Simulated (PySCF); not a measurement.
**C$_{3}$H$_{2}$FN, SMILES `C=C(F)C#N`: what the electrons do**

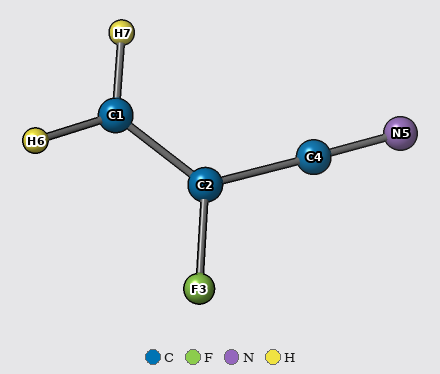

The molecule, with its atoms numbered as below. No frequency check shows the geometry to be a minimum.

Geometry (Å), atoms numbered from 1:

```
C1       1.1654   -1.1211    0.0000
C2       0.4138   -0.0277    0.0000
F3       0.9639    1.2004    0.0000
C4      -1.0072   -0.0427    0.0000
N5      -2.1513   -0.0723    0.0000
H6       2.2389   -1.0531    0.0000
H7       0.7134   -2.0955    0.0000
```

Part 1: Bonding charge

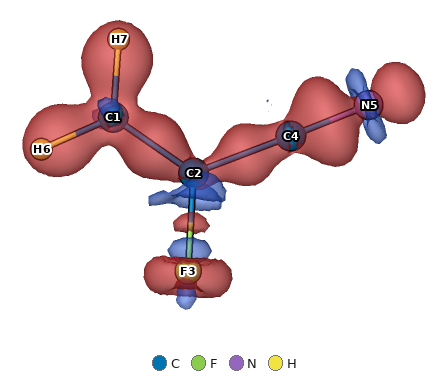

Deformation density (molecule less spherical, spin-averaged free atoms at the same positions), surfaces at ±0.15 e/Å³; red: gain, blue: loss.

PySCF calculation, PBE0/def2-TZVP, gas phase; geometry: GFN2-xTB.

How much density has each bond gained at its critical point, relative to the free atoms?

Answer. C4–N5: +1.04 e/Å³ at the bond critical point (bond length 1.15 Å, Mayer order 3.0). C1–C2: +0.78 e/Å³ at the bond critical point (bond length 1.33 Å, Mayer order 1.9). C1–H7: +0.77 e/Å³ at the bond critical point (bond length 1.07 Å, Mayer order 0.9). C1–H6: +0.77 e/Å³ at the bond critical point (bond length 1.08 Å, Mayer order 0.9). C2–C4: +0.62 e/Å³ at the bond critical point (bond length 1.42 Å, Mayer order 1.0). C2–F3: +0.03 e/Å³ at the bond critical point (bond length 1.35 Å, Mayer order 1.1); up to 0.6 Å beside the axis the gain reaches +0.29 e/Å³. In all, 1.8 electrons gather in the regions of gain relative to the promolecule. A small or negative value marks a very polar bond, one between electron-rich atoms, whose free-atom densities already overlap strongly, a long bond to a heavier atom, or a closed-shell contact such as a hydrogen bond.

Where do the Hirshfeld charges lie?

Answer. The highest Hirshfeld charge is on C2 (+0.11 e), the lowest on N5 (−0.19 e).

```tsv
atom	charge (e)
C1	−0.08
C2	+0.11
F3	−0.07
C4	+0.08
N5	−0.19
H6	+0.07
H7	+0.08
```

Part 2: Local ionisation energy

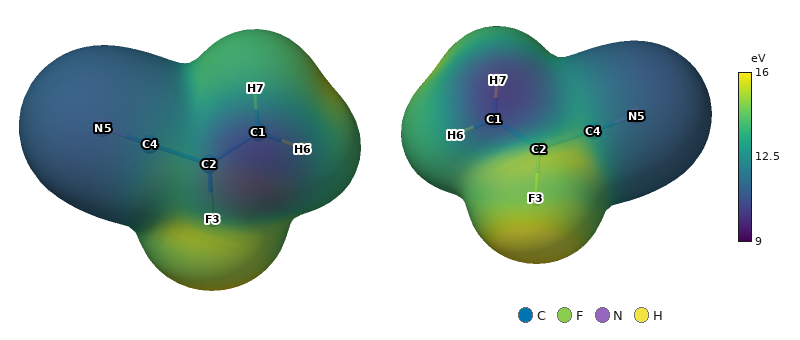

Average local ionisation energy on the surface of electron density 0.001 a.u. (back view left, front view right).

Locate the minima of the map.

Answer. The lowest value is 9.9 eV, off the molecular plane, over C1 (2.0 Å), and at like points elsewhere. Further minima include 11.0 eV, off the molecular plane, over N5 (1.8 Å), and at like points elsewhere. For comparison, the highest occupied orbital lies at −8.5 eV.

What volume does the surface enclose, and what is the dipole moment?

Answer. About 85 Å³; the dipole moment is 3.4 D.

Part 3: The π system

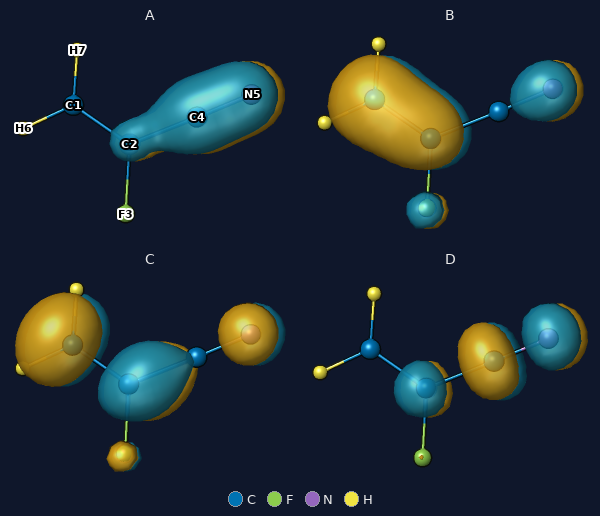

Natural orbitals of the π active space, CASSCF(4,4), triplet state at the geometry of the singlet, in order of falling occupation. The active space holds only one of the two perpendicular π systems.

PySCF calculation, aug-cc-pVDZ basis, gas phase; geometry: GFN2-xTB.

What are the natural occupation numbers?

Answer. A 1.93, B 1.02, C 0.98, D 0.07.

Where does the lowest triplet lie relative to the singlet, at this geometry and within this active space?

Answer. 4.12 eV above it by strongly contracted NEVPT2 (+3.99 eV by CASSCF); a small basis tends to put such gaps a few tenths of an eV too high. This is a vertical energy for π states alone; a state that uses lone pairs or σ orbitals may lie lower.

The PySCF runs shown took 15 s and 72 s on 1 thread of Arm Neoverse V1, on a shared host.
